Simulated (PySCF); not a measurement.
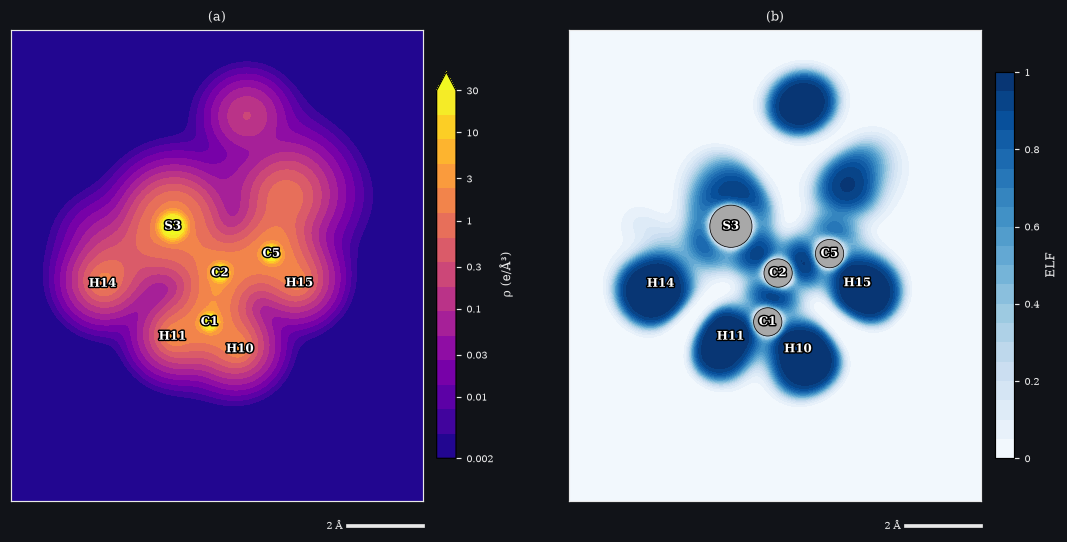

The picture shows: C₆H₁₂OSSi. (a) electron density; (b) ELF on the plane of atoms C2, C1 and H11. Grey discs cover the atomic cores in the ELF map.

Geometry: GFN2-xTB.

Computed with PBE0/pcSseg-1, SCF density, gas phase, non-relativistic in PySCF.

```yaml
atoms:
  - { symbol: C, position_ang: [1.3616, 1.5983, -1.4574] }
  - { symbol: C, position_ang: [0.6453, 0.8273, -0.6437] }
  - { symbol: S, position_ang: [1.0996, -0.8422, -0.2582] }
  - { symbol: C, position_ang: [2.8961, -0.8312, -0.5662] }
  - { symbol: C, position_ang: [-0.5484, 1.3102, 0.0572] }
  - { symbol: Si, position_ang: [-0.8150, 0.8546, 1.8915] }
  - { symbol: C, position_ang: [-1.7152, 0.3470, 0.3015] }
  - { symbol: O, position_ang: [-1.5642, -0.9201, -0.2571] }
  - { symbol: C, position_ang: [-2.2424, -1.9309, 0.4372] }
  - { symbol: H, position_ang: [1.0704, 2.6192, -1.6378] }
  - { symbol: H, position_ang: [2.2403, 1.2573, -1.9723] }
  - { symbol: H, position_ang: [3.3365, 0.0642, -0.1395] }
  - { symbol: H, position_ang: [3.2871, -1.7140, -0.0705] }
  - { symbol: H, position_ang: [3.0987, -0.8925, -1.6312] }
  - { symbol: H, position_ang: [-0.8526, 2.2944, -0.2852] }
  - { symbol: H, position_ang: [-1.4770, 1.8693, 2.6913] }
  - { symbol: H, position_ang: [0.1161, -0.0601, 2.5099] }
  - { symbol: H, position_ang: [-2.6999, 0.7762, 0.0967] }
  - { symbol: H, position_ang: [-1.9078, -1.9823, 1.4816] }
  - { symbol: H, position_ang: [-2.0118, -2.8659, -0.0689] }
  - { symbol: H, position_ang: [-3.3263, -1.7617, 0.4233] }
```

Read the bonding off the picture.

Answer.
- The plane passes through C, S and H nuclei.
- C–C (1.33 Å): ρ at the midpoint is about 2.3 e/Å³; the ELF peaks at about 0.90 between the atoms: a short, multiple covalent bond.
- C–S (1.77 Å): ρ at the midpoint is about 1.3 e/Å³; the ELF peaks at about 0.95 between the atoms (localised, covalent bonding).
- C–H (1.07 Å): ρ at the midpoint is about 2 e/Å³; the ELF climbs to about 1 towards the hydrogen, as it does in any bond to H: a covalent bond by its length.
- C–C (1.47 Å): the density is about 1.8 e/Å³ at the midpoint; the ELF peaks at about 0.95 between the atoms; localised, covalent bonding.
- The ELF also peaks beside S3, away from the bonds: lone-pair regions.
